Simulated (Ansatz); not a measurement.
**MnBr2 (R-3m): how robust is the cRPA U?**

Aim: hold the target of a cRPA run on MnBr2 (R-3m) and move one thing at a time.

Calculated with Ansatz 0.2.0; constrained RPA on LDA, plane waves, PAW.

### 1. The starting structure

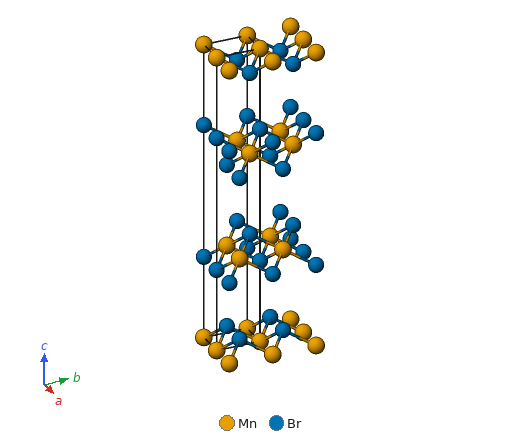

The cell as given, slightly off an axis (manganese orange, bromine blue). 2×2×1 cells are drawn. This picture shows the conventional cell, with its axes. Bonds to atoms that aren't drawn are left out. Some periodic images of atoms are drawn too.

The cell is the Materials Project's (PBE, PBE+U or r2SCAN) relaxed one; the ions were relaxed with LDA. The program's search for lower electronic states was switched off, so nothing shows that the state found is the lowest. The default PAW set here is soft_2. Its files were made with PBE.

### 2. Base: Mn t2g, bands v3 to v1, 6×6×6 mesh, medium accuracy

Constrained RPA screens the interaction with every transition except those inside the target bands, which a later many-body model would treat itself.

The input, input.yaml:

```yaml
crystal:
  lattice:
    - [5.63881815, 2.89913259, -2.89913259]
    - [2.89913259, 2.89913259, -5.63881815]
    - [2.89913259, 5.63881815, -2.89913259]
  atoms:
    - { symbol: Mn, position: [0.0, 0.0, 0.0] }
    - { symbol: Br, position: [0.7249646182, 0.7249646182, 0.7249646182] }
    - { symbol: Br, position: [0.2750353818, 0.2750353818, 0.2750353818] }
kpoints:
  mp_grid: { grid: [12, 12, 12] }
hamiltonian:
  xc: lda
scf:
  occupations: { method: gaussian, width: 0.08 }
  n_extra_bands: 19
  max_iter: 150
  lower_state_search: "off"
output:
  crpa:
    kmesh: [6, 6, 6]
    target_bands: [v3, v1]
    projections: [{ species: Mn, l: d, shell: 3, orbitals: [dxz, dyz, dxy] }]
  local_orbitals:
    kmesh: [6, 6, 6]
    orbitals: [{ species: Mn, l: d, shell: 3, orbitals: [dxz, dyz, dxy] }]
    window: { bands: [v3, v1] }
    seedname: lo
```

The run is started by

```console
$ ansatz run input.yaml --threads 4 --pin off --max-ram 14745MiB --backend cpu --events-out ev --progress --plain --runs-dir out
```

Numbers of over 12 decimals in the logs are rounded to 6 here.

What it wrote:

```text
scf.n_extra_bands = 19 over 15 filled bands (N_el = 29.0): the run solves 34 bands
Engine: ansatz 0.2.0, aarch64-unknown-linux-gnu
Pseudopotentials: kind: paw
Pseudopotential: Mn, paw, valence charge 15, recommended cutoff 420 eV (normal), Mn.paw.azcp
Pseudopotential: Br, paw, valence charge 7, recommended cutoff 420 eV (normal), Br.paw.azcp
Functional definition: SPW92
  exchange = slater_x
  correlation = pw_c
Crystal: 3 atoms, lattice volume = 85.845 Å³
Basis set: ecut = 420 eV, 1703 PW (Γ)
Bands: 34, of which v1, the nominal top of the filled ones, is band 15 counted from 1 (14 counted from 0)
Symmetry: 12 space group operations
Space group: R-3m (ITA 166), of the structure as read, at distance tolerance 4.4e-5 Å
k-points: 189 of 1728
Non-local potential: Mn, projectors of the file, l = 0: 3, l = 1: 2, l = 2: 3, l = 3: 1
Non-local potential: Br, projectors of the file, l = 0: 2, l = 1: 2, l = 2: 2
PAW form: soft (Blöchl's): semilocal exchange-correlation on the pseudo side does not see the compensation charge
PAW frozen core: Mn, regenerated for the run's functional, and the local potential with it (the file was generated under x = pbe(κ = 0.804, μ = 0.219515), c = pbe(β = 0.066725))
PAW frozen core: Br, regenerated for the run's functional, and the local potential with it (the file was generated under x = pbe(κ = 0.804, μ = 0.219515), c = pbe(β = 0.066725))
PAW one-centre angular grid: Mn, 590 points (default); XC on 64 Gauss nodes
PAW one-centre angular grid: Br, 110 points (default); XC on 64 Gauss nodes
Initial density: superposition of atomic densities (neutral atoms: chi_scale 0, normalization atom), corrected by the library's trained network
Initial wavefunctions: pseudopotential atomic-orbital guess
Functional: x = slater, c = lda
SCF iter   1: F=—  HF=-9228.809520 eV  |F-HF|=—  |Δ(HF+E_count)|=         —  Δρ=1.23e-2  dr2=4.36e-2  ethr=1.77e-3  ⟨swp⟩=6.1  Hψ=30523  notcnv=0  defer=1664
preconditioner: auto → LDOS  [metal: Δε(μ)=0.005 eV  Ē_g=15.474 eV  σ=0.080 eV  W_gap=0.03  n_scr=22 (ndim 8)  ℏωp=18.4 eV  f_vac=0.241  D(μ)=7.28/eV (n_scr^D=92)  β→1.0]
SCF iter   2: F=—  HF=-9228.815932 eV  |F-HF|=—  |Δ(HF+E_count)|=   6.41e-3  Δρ=1.58e-2  dr2=7.17e-2  ethr=1.50e-4  ⟨swp⟩=2.0  Hψ=11711  notcnv=0  defer=2404
SCF iter   3: F=—  HF=-9228.807116 eV  |F-HF|=—  |Δ(HF+E_count)|=   8.82e-3  Δρ=1.11e-2  dr2=3.38e-2  ethr=1.50e-4  ⟨swp⟩=2.0  Hψ=7324  notcnv=0  defer=2404
SCF iter   4: F=—  HF=-9228.800327 eV  |F-HF|=—  |Δ(HF+E_count)|=   6.79e-3  Δρ=4.09e-3  dr2=6.47e-3  ethr=1.17e-4  ⟨swp⟩=1.0  Hψ=4730  notcnv=0  defer=2337
SCF iter   5: F=—  HF=-9228.799131 eV  |F-HF|=—  |Δ(HF+E_count)|=   1.20e-3  Δρ=1.23e-3  dr2=8.89e-4  ethr=2.23e-5  ⟨swp⟩=1.0  Hψ=3990  notcnv=0  defer=2337
[...]
SCF 1 converged in 8 iterations: F = -9228.798999 eV  dr2 = 5.90e-8
[...]
NSCF: frozen V_eff on 35 k-points
NSCF: frozen V_eff on 32 k-points
[...]
cRPA screening: q 1/216
cRPA screening: q 2/216
cRPA screening: q 8/216 (q-point 3)
cRPA screening: q 14/216 (q-point 4)
cRPA screening: q 17/216 (q-point 8)
cRPA screening: q 23/216 (q-point 9)
cRPA screening: q 35/216 (q-point 10)
cRPA screening: q 47/216 (q-point 11)
cRPA screening: q 59/216 (q-point 12)
cRPA screening: q 65/216 (q-point 15)
[...]
cRPA screening: q 198/216 (q-point 89)
cRPA screening: q 204/216 (q-point 94)
cRPA screening: q 210/216 (q-point 95)
cRPA screening: q 216/216 (q-point 130)
SCF converged after 8 iterations
Free energy (F): -9228.798999 eV
Harris-Foulkes:  -9228.798999 eV  (|F-HF|=3.56e-8)
Internal energy: -9228.773532 eV  (E = F + TS)
E sigma→0 (E₀):  -9228.786265 eV
Entropy (-TS):   -0.025467 eV (-8.489 meV/atom)
Fermi energy:    4.757558 eV
--- Per-component energies (eV) ---
  E_band       = -420.022290
  E_kinetic    = 574.090131
  E_local      = -4397.856555  (includes V_loc(G=0)·N_el)
  E_nonlocal   = 392.718139
  E_hartree    = 1845.881855
  E_xc         = -633.440628
  E_vxc        = -352.650849  (∫ρ·V_xc dr)
  E_paw        = -5566.662245  (= ΣΔE_a)
  E_vpaw       = -328.076315  (= ΣTr[D̂ρ^β])
  E_aug_tail   = -0.000010  (compensation charges beyond the density's cutoff)
  E_ewald      = -1444.301195
  E_core_change = 0.796976  (= ΣΔE_core)
  E_smearing   = -0.025467  (= −TS)
  E_closure    = -0.000000  (closes the sum)
  Σ components = -9228.798999   (vs F -9228.798999, Δ=0.00e0)
--- Band table (eV; the first three rows and the last of 189) ---
  k-point 0: bands = [... 11 lower, 2.2767, 4.2469, 4.2469, 4.8368, 6.1675, 6.1675, 7.4502, 8.7766, ... 15 higher]
  k-point 1: bands = [... 11 lower, 2.3589, 4.3063, 4.3296, 4.8713, 5.9607, 6.1078, 7.7199, 9.0697, ... 15 higher]
  k-point 2: bands = [... 11 lower, 2.4769, 4.3788, 4.4979, 4.9075, 5.5971, 5.9883, 8.4060, 9.5432, ... 15 higher]
  k-point 188: bands = [... 11 lower, 1.9809, 4.2475, 4.2475, 4.8286, 6.1758, 6.1758, 8.8354, 8.8486, ... 15 higher]
--- cRPA (band scheme, projected local orbitals): target bands 13..15 (1-based), 3 Wannier function(s), 6×6×6 mesh, 30 bands' worth read of 35 solved, ecut_chi 136.0 eV, v(q+G=0) probe_charge, pair densities all_electron ---
  bands read: the sum over 30 bands ends inside a degenerate multiplet in 3 slots, whose members it reads at an even weight; the widest, k=86: bands 30 to 31 (counted from 1) at 1/2 each
  χ-basis size per q: N_G = 302..325
  window electrons = 5.0000, filled by tetrahedron_uncorrected; constrained ε̄⁻¹(q = 0, 0) head = 0.135614; min gauge Gram eig = 0.6603
  Kanamori averages over each shell's own Wannier functions (sites counted from 0, functions from 1):
    Site 0, 3D, 3 of 5 d orbitals (Wannier functions 1, 2, 3; wannier90's mr 2, 3, 5):
      screened: U = 1.9784 eV, U' = 1.1782 eV, J = 0.3718 eV
      screened, to within: U = 2.7e-3 eV, U' = 2.7e-3 eV, J = 5.1e-4 eV
      bare: V = 17.0934 eV, V' = 15.8553 eV, J = 0.5925 eV
  Hermiticity witness max|P − P†| over intra, direct and exchange elements: 7.11e-15 eV (screened), 1.26e-25 eV (bare)
  Reality witness max|Im| over intra, direct and exchange elements: 3.38e-21 eV (screened), 6.82e-20 eV (bare)
```

Run time: 15 min. Hardware: 4 threads of Arm Neoverse V1, shared host; peak memory 0.87 GiB; 60 min of CPU time.

Reading the cycles: dr2 is the Hartree energy of the density residual (eV), the measure of convergence; HF is the Harris–Foulkes estimate of the energy, which meets the free energy F at convergence.

Numbers from this step:

| Property | Result |
| --- | --- |
| U | 1.978 eV |
| U prime (inter-orbital) | 1.178 eV |
| J | 0.3718 eV |
| bare V | 17.09 eV |
| bare J | 0.5925 eV |
| stated bound on U | 0.002665 eV |
| U over bare V | 0.1157 |
| electrons in the window | 5.000 |
| head of the constrained inverse dielectric matrix | 0.1356 |
| least eigenvalue of the projection's overlap | 0.6603 |
| target functions | 3 |
| bands in the sums | 30 |
| r.m.s. miss of the model bands | 0.004606 eV |
| width of the target bands | 0.6722 eV |
| weight of the projected orbitals in the window | 0.9277 |

On the Mn t2g shell, screening brings the on-site interaction from 17.1 eV down to U = 1.98 eV.

### 3. Changed: 4×4×4 mesh

input.yaml, the sections that differ from step 2:

```yaml
output:
  crpa:
    kmesh: [4, 4, 4]
    target_bands: [v3, v1]
    projections: [{ species: Mn, l: d, shell: 3, orbitals: [dxz, dyz, dxy] }]
# crystal, kpoints, hamiltonian, scf: as in step 2
```

What it wrote:

```text
[...]
Crystal: 3 atoms, lattice volume = 85.845 Å³
Basis set: ecut = 420 eV, 1703 PW (Γ)
Bands: 34, of which v1, the nominal top of the filled ones, is band 15 counted from 1 (14 counted from 0)
[... 1 set-up line as in the run before ...]
[...]
k-points: 189 of 1728
[...]
SCF iter   1: F=—  HF=-9228.809520 eV  |F-HF|=—  |Δ(HF+E_count)|=         —  Δρ=1.23e-2  dr2=4.36e-2  ethr=1.77e-3  ⟨swp⟩=6.1  Hψ=30523  notcnv=0  defer=1664
[...]
SCF iter   8: F=-9228.798999 eV  HF=-9228.798999 eV  |F-HF|=3.56e-8  |Δ(HF+E_count)|=   2.42e-8  Δρ=1.14e-5  dr2=5.90e-8  ethr=3.45e-10  ⟨swp⟩=9.2  Hψ=35435  notcnv=0
SCF 1 converged in 8 iterations: F = -9228.798999 eV  dr2 = 5.90e-8
[...]
NSCF: frozen V_eff on 13 k-points
[...]
cRPA screening: q 1/64
cRPA screening: q 2/64
cRPA screening: q 8/64 (q-point 3)
cRPA screening: q 11/64 (q-point 6)
cRPA screening: q 17/64 (q-point 7)
cRPA screening: q 29/64 (q-point 8)
cRPA screening: q 35/64 (q-point 11)
cRPA screening: q 38/64 (q-point 22)
cRPA screening: q 40/64 (q-point 23)
cRPA screening: q 46/64 (q-point 24)
cRPA screening: q 52/64 (q-point 27)
cRPA screening: q 58/64 (q-point 28)
cRPA screening: q 64/64 (q-point 43)
SCF converged after 8 iterations
Free energy (F): -9228.798999 eV
[...]
Internal energy: -9228.773532 eV  (E = F + TS)
E sigma→0 (E₀):  -9228.786265 eV
Entropy (-TS):   -0.025467 eV (-8.489 meV/atom)
Fermi energy:    4.757558 eV
[...]
--- Band table (eV; the first three rows and the last of 189) ---
  k-point 0: bands = [... 11 lower, 2.2767, 4.2469, 4.2469, 4.8368, 6.1675, 6.1675, 7.4502, 8.7766, ... 15 higher]
  k-point 1: bands = [... 11 lower, 2.3589, 4.3063, 4.3296, 4.8713, 5.9607, 6.1078, 7.7199, 9.0697, ... 15 higher]
  k-point 2: bands = [... 11 lower, 2.4769, 4.3788, 4.4979, 4.9075, 5.5971, 5.9883, 8.4060, 9.5432, ... 15 higher]
  k-point 188: bands = [... 11 lower, 1.9809, 4.2475, 4.2475, 4.8286, 6.1758, 6.1758, 8.8354, 8.8486, ... 15 higher]
[...]
χ-basis size per q: N_G = 304..325
[...]
Site 0, 3D, 3 of 5 d orbitals (Wannier functions 1, 2, 3; wannier90's mr 2, 3, 5):
      screened: U = 2.0369 eV, U' = 1.2411 eV, J = 0.3697 eV
      screened, to within: U = 3.3e-3 eV, U' = 3.3e-3 eV, J = 5.1e-4 eV
      bare: V = 17.1136 eV, V' = 15.8757 eV, J = 0.5923 eV
[...]
```

Elapsed: 1.8 min, on 4 threads; peak memory 0.72 GiB; 6.8 min of CPU time.

This step gave:

```yaml
u: 2.037 eV
u_prime_inter_orbital: 1.241 eV
j: 0.3697 eV
bare_v: 17.11 eV
bare_j: 0.5923 eV
stated_bound_on_u: 0.003229 eV
u_over_bare_v: 0.1190
electrons_in_the_window: 5.000
head_of_the_constrained_inverse_dielectric_matrix: 0.1331
least_eigenvalue_of_the_projection_s_overlap: 0.6682
target_functions: 3
bands_in_the_sums: 30
width_of_the_target_bands: 0.6722 eV
weight_of_the_projected_orbitals_in_the_window: 0.9277
```

On the Mn t2g shell, screening brings the on-site interaction from 17.1 eV down to U = 2.04 eV.

### 4. Changed: smooth pair densities

Changes to input.yaml since step 3:

```diff
@@ -20,4 +20,5 @@
   crpa:
-    kmesh: [4, 4, 4]
+    kmesh: [6, 6, 6]
     target_bands: [v3, v1]
     projections: [{ species: Mn, l: d, shell: 3, orbitals: [dxz, dyz, dxy] }]
+    pair_densities: pseudo
```

What it wrote:

```text
[...]
Crystal: 3 atoms, lattice volume = 85.845 Å³
Basis set: ecut = 420 eV, 1703 PW (Γ)
Bands: 34, of which v1, the nominal top of the filled ones, is band 15 counted from 1 (14 counted from 0)
[... 1 set-up line as in the run before ...]
[...]
k-points: 189 of 1728
[...]
χ-basis size per q: N_G = 302..325
[...]
Site 0, 3D, 3 of 5 d orbitals (Wannier functions 1, 2, 3; wannier90's mr 2, 3, 5):
      screened: U = 1.9996 eV, U' = 1.1732 eV, J = 0.3830 eV
      screened, to within: U = 1.3e-3 eV, U' = 1.3e-3 eV, J = 2.7e-4 eV
      screened, sum over states alone: U = 2.2409 eV, U' = 1.1646 eV, J = 0.4942 eV
      bare: V = 17.0934 eV, V' = 15.8553 eV, J = 0.5925 eV
[...]
[key lines of the parts left out:]
SCF converged after 8 iterations
Free energy (F): -9228.798999 eV
Fermi energy:    4.757558 eV
```

Run time: 15 min. Hardware: 4 threads; peak memory 0.81 GiB; 59 min of CPU time.

Numbers from this step:

| Property | Result |
| --- | --- |
| U | 2.000 eV |
| U prime (inter-orbital) | 1.173 eV |
| J | 0.3830 eV |
| bare V | 17.09 eV |
| bare J | 0.5925 eV |
| stated bound on U | 0.001229 eV |
| U over bare V | 0.1170 |
| electrons in the window | 5.000 |
| head of the constrained inverse dielectric matrix | 0.1357 |
| least eigenvalue of the projection's overlap | 0.6603 |
| target functions | 3 |
| bands in the sums | 30 |
| width of the target bands | 0.6722 eV |
| weight of the projected orbitals in the window | 0.9277 |

On the Mn t2g shell, screening brings the on-site interaction from 17.1 eV down to U = 2.00 eV.

### 5. Changed: accuracy low

Changes to input.yaml since step 4:

```diff
@@ -23,2 +23,2 @@
     projections: [{ species: Mn, l: d, shell: 3, orbitals: [dxz, dyz, dxy] }]
-    pair_densities: pseudo
+    accuracy: low
```

What it wrote:

```text
[...]
Crystal: 3 atoms, lattice volume = 85.845 Å³
Basis set: ecut = 420 eV, 1703 PW (Γ)
Bands: 34, of which v1, the nominal top of the filled ones, is band 15 counted from 1 (14 counted from 0)
[... 1 set-up line as in the run before ...]
[...]
k-points: 189 of 1728
[...]
k-point 188: bands = [... 11 lower, 1.9809, 4.2475, 4.2475, 4.8286, 6.1758, 6.1758, 8.8354, 8.8486, ... 15 higher]
[...]
χ-basis size per q: N_G = 302..325
[...]
Site 0, 3D, 3 of 5 d orbitals (Wannier functions 1, 2, 3; wannier90's mr 2, 3, 5):
      screened: U = 1.9791 eV, U' = 1.1796 eV, J = 0.3720 eV
      screened, to within: U = 2.9e-2 eV, U' = 2.9e-2 eV, J = 6.5e-3 eV
      bare: V = 17.0934 eV, V' = 15.8553 eV, J = 0.5925 eV
[...]
[key lines of the parts left out:]
SCF converged after 8 iterations
Free energy (F): -9228.798999 eV
Fermi energy:    4.757558 eV
```

It took 14 min on 4 threads; peak memory 0.84 GiB.

This step gave:

| Quantity | Value |
| --- | --- |
| U | 1.979 eV |
| U prime (inter-orbital) | 1.180 eV |
| J | 0.3720 eV |
| bare V | 17.09 eV |
| bare J | 0.5925 eV |
| stated bound on U | 0.02839 eV |
| U over bare V | 0.1158 |
| electrons in the window | 5.000 |
| head of the constrained inverse dielectric matrix | 0.1356 |
| least eigenvalue of the projection's overlap | 0.6603 |
| target functions | 3 |
| bands in the sums | 30 |
| width of the target bands | 0.6722 eV |
| weight of the projected orbitals in the window | 0.9277 |

On the Mn t2g shell, screening brings the on-site interaction from 17.1 eV down to U = 1.98 eV.

### 6. Changed: more bands than orbitals

Changes to input.yaml since step 5:

```diff
@@ -21,4 +21,3 @@
     kmesh: [6, 6, 6]
-    target_bands: [v3, v1]
+    target_bands: [v3, c1]
     projections: [{ species: Mn, l: d, shell: 3, orbitals: [dxz, dyz, dxy] }]
-    accuracy: low
```

What it wrote:

```text
Error: invalid value for `output.crpa.projections`: 3 orbital(s) selected but the target window spans 4 band(s); name one orbital per band of it
```

It took 0.1 s on 4 threads; peak memory 0.083 GiB.

The program refused the input before any cycle.

The program's message: “Error: invalid value for `output.crpa.projections`: 3 orbital(s) selected but the target window spans 4 band(s); name one orbital per band of it”

The fault put into this input: more bands than orbitals.

### 7. Side by side

Times are wall times on 4 threads of Arm Neoverse V1, shared host, good to a factor of about two.

```
                  run  bare V (eV)  U (eV)  J (eV)  bound on U (eV)  width (eV)     time
        target window        17.09   1.978   0.372           0.0027        0.67   15 min
           4×4×4 mesh        17.11   2.037   0.370           0.0032        0.67  1.8 min
smooth pair densities        17.09   2.000   0.383           0.0012        0.67   15 min
         accuracy low        17.09   1.979   0.372           0.0284        0.67   14 min
```

### 8. Results

```yaml
target_window: U 1.98 eV, J 0.37 eV
4x4x4_mesh: U 2.04 eV, J 0.37 eV
smooth_pair_densities: U 2.00 eV, J 0.38 eV
accuracy_low: U 1.98 eV, J 0.37 eV
```

What this shows: 4×4×4 mesh moves U by +0.06 eV at 0.12 times the time. Smooth pair densities moves U by +0.02 eV. Accuracy low moves U by +0.001 eV (within the solver's bounds, for the mean over orbitals). The printed bound covers the solver alone, not the mesh, and no denser mesh than the base was run. The parent state is non-magnetic and the interaction static (zero frequency); U depends on the window and the orbitals, so it belongs to this model alone. A model of the t2g bands alone assumes low spin; where the ion is high-spin, as for many Cr, Mn, Fe and Co compounds, the eg bands are needed too.

[Paths, hosts, dates, memory and timing lines, banners, echoed tables and standing remarks are left out of the program output.]

[Logs are printed without paths, hosts, clocks, repeated set-up lines and the standing remarks that a program may print on its own settings, such as how far it seeks lower states.]

[Runs of the session that timed out or met a known fault of the program may be left out.]

[Hosts, paths, dates, database ids (printed as entryN), source tags and the programs' standing remarks are cut or masked in the printed files.]
